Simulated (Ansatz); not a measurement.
## Electronic structure of Cl$_{2}$FHOTi in real space

```xyz
6

Ti   -0.0498   -0.1058    0.0023
F    -0.0737   -0.0267    1.7206
O     1.5595   -0.3259   -0.5308
H     2.4230   -0.4654   -0.8898
Cl   -0.8610    1.7761   -0.8033
Cl   -1.2932   -1.8044   -0.6429
```

These are results of RHF/def2-SVP in Ansatz, not measurements.

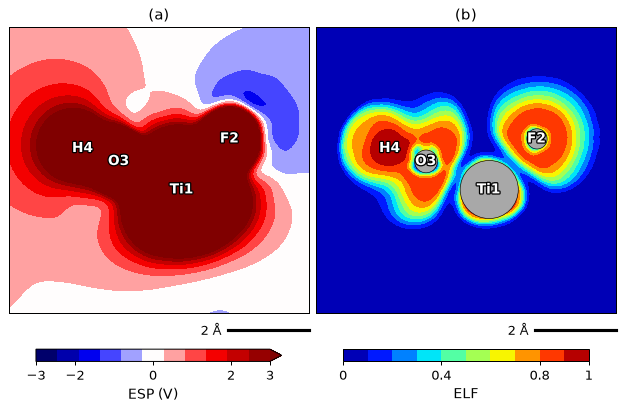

Figure 1. (a) molecular electrostatic potential; (b) ELF on the plane of atoms F2, Ti1 and O3. Grey discs cover the atomic cores in the ELF map.

Question: Read the bonding off the picture.

Answer:
- The plane passes through Ti, F, O and H nuclei.
- Ti–O (1.71 Å): the ELF peaks at about 0.80 in the valence shell of O, 0.5 Å from its nucleus, and drops to about 0.25 between the two atoms.
- Ti–F (1.72 Å): the ELF peaks at about 0.85 in the valence shell of F, 0.5 Å from its nucleus, and drops to about 0.25 between the two atoms.
- O–H (0.95 Å): the ELF climbs to about 1 towards the hydrogen, as it does in any bond to H: a covalent bond by its length.
- Outside the dense part of the molecule the potential is most negative (−1.6 V) near F2.

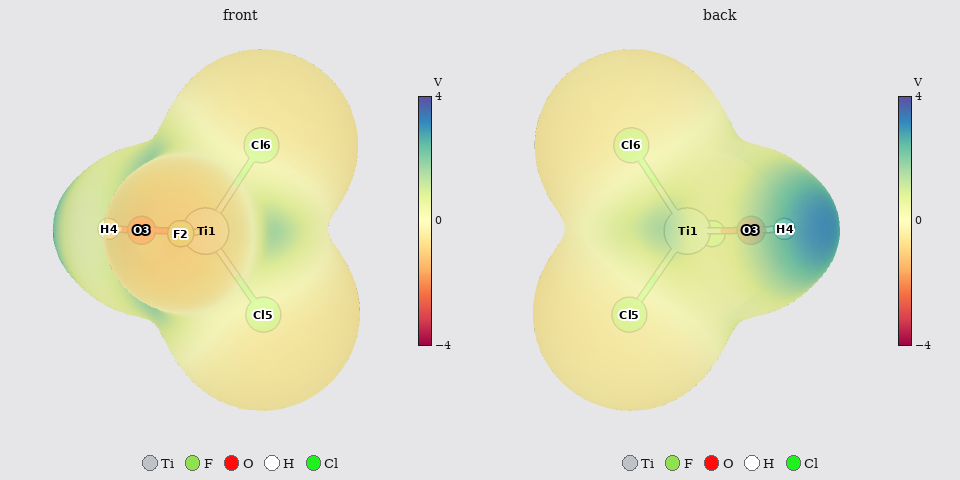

Figure 2. The electrostatic potential painted on the density surface at 0.001 e/bohr³, seen from the front and from behind; red is negative and blue positive.

Question: Which sites attract a positive test charge, and which a negative one?

Answer: A positive charge is drawn to the negative regions and a negative charge to the positive ones. The most negative region (about −1.0 V) lies over F2, the most positive (about +3.1 V) over H4.

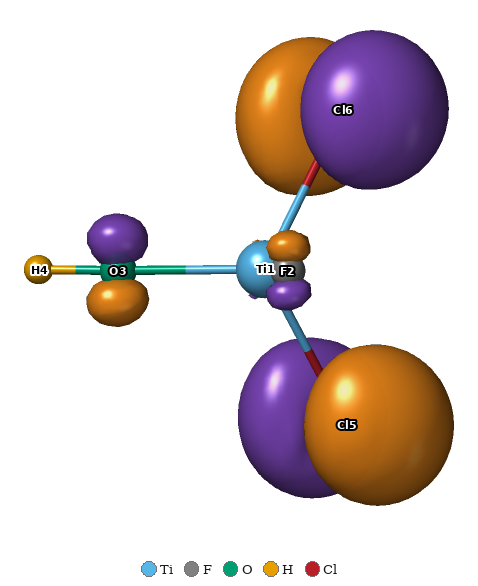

Figure 3. The HOMO−1 at ±0.15 Å⁻³ᐟ² (orange and purple are the two phases), seen across its widest extent.

Question: Where does this orbital lie, and at what energy?

Answer: Its weight (Hirshfeld) is mainly on Cl5 (about 45 %), Cl6 (about 45 %) and Ti1 (about 5 %); largely a combination of lone pairs on Cl5 and Cl6. Its energy is −12.84 eV.

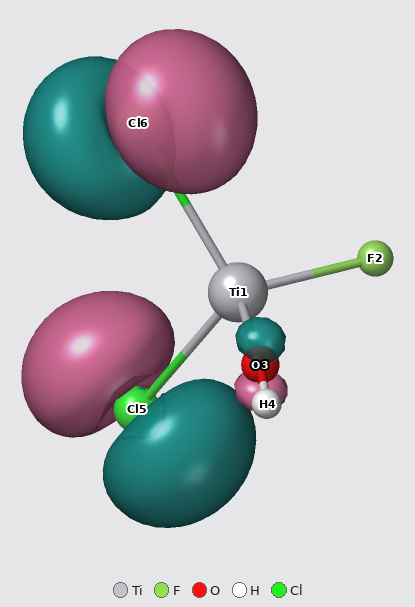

Figure 4. The HOMO at ±0.15 Å⁻³ᐟ² (teal and pink are the two phases), seen at an oblique angle.

Question: Describe this orbital and give its energy.

Answer: It lies mainly on Cl5 (about 45 %) and Cl6 (about 45 %); largely a combination of lone pairs on Cl5 and Cl6. Its energy is −12.50 eV.
